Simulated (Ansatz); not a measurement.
## Electronic structure of Cu$_{4}$ (charge −1, doublet) in real space

Input

```
crystal:
  periodic: [false, false, false]
  atoms:
    - {symbol: Cu, position_ang: [-1.167581, -1.372477, -0.833689]}
    - {symbol: Cu, position_ang: [1.167740, 1.372545, 0.833327]}
    - {symbol: Cu, position_ang: [0.758534, -0.103491, -0.892766]}
    - {symbol: Cu, position_ang: [-0.758693, 0.103423, 0.893129]}
basis:
  gaussian: {orbitals: def2-TZVPD, initial_orbitals: start.molden}
total_charge: -1
magnetization: {spin_polarized: true, initial_magnetization: 1}
hamiltonian: {xc: pbe0, dispersion: d4}
scf: {omitted_lower_state_checks: [starts]}
output: {orbitals: {seedname: orbitals}}
```

Launched as:

```sh
ansatz run in.yaml --threads 4 --pin off --events-out ev --progress --plain --max-ram 4787MiB
```

Geometry: r2SCAN-D4/def2-SVPD; the highest occupied orbital lies above zero, a sign that basis and functional describe the outermost electron poorly.

Theory: UKS PBE0-D4/def2-TZVPD in Ansatz.

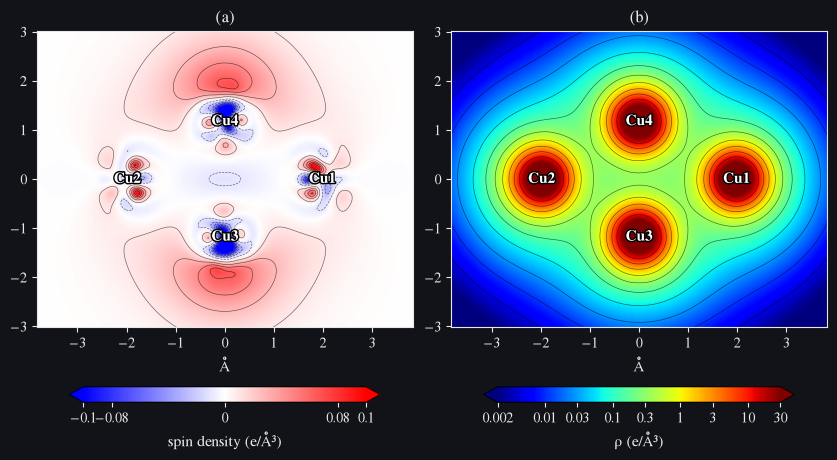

Figure 1. (a) spin density; (b) total electron density on the molecular plane.

### What do the fields say about this system?

The section cuts through Cu sites.
Cu–Cu (2.31 Å): ρ is about 0.36 e/Å³ halfway.
Cu–Cu (2.35 Å): ρ at the midpoint is about 0.34 e/Å³.
The unpaired spin (1 electron) lies mostly on Cu4 (about 0.4), Cu3 (about 0.4), Cu2 (about 0.1) and Cu1 (about 0.1), in electrons by Hirshfeld's partition.

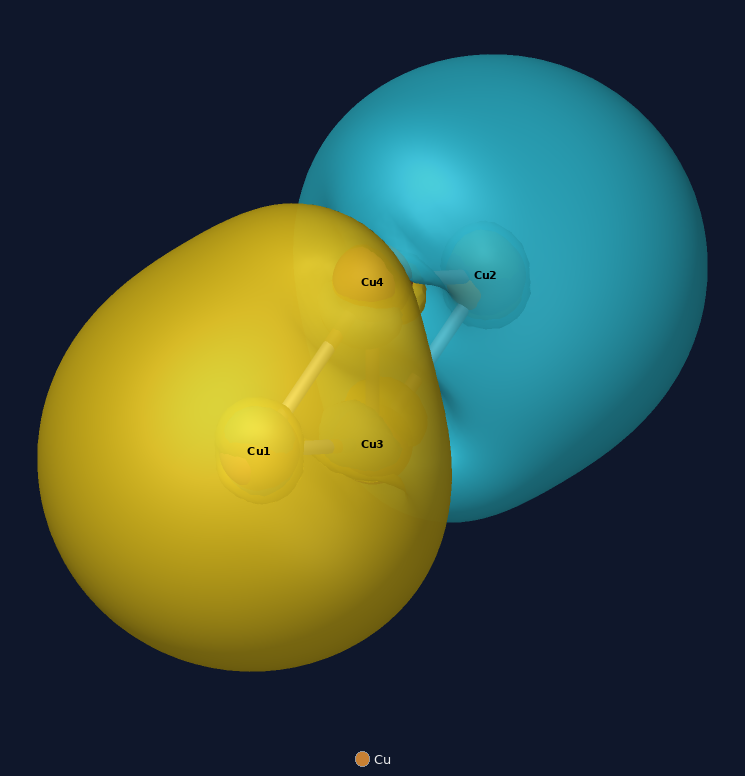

Figure 2. The HOMO (β) at ±0.04 Å⁻³ᐟ² (yellow and cyan are the two phases), seen at an oblique angle.

### Where does this orbital lie, and at what energy?

By Hirshfeld shares it lies mainly on Cu1 (about 35 %), Cu2 (about 35 %), Cu3 (about 15 %) and Cu4 (about 15 %); it is symmetric in the molecular plane (an in-plane orbital: σ, lone-pair or in-plane π type); it is ungerade (odd under inversion). Its energy is −0.56 eV.
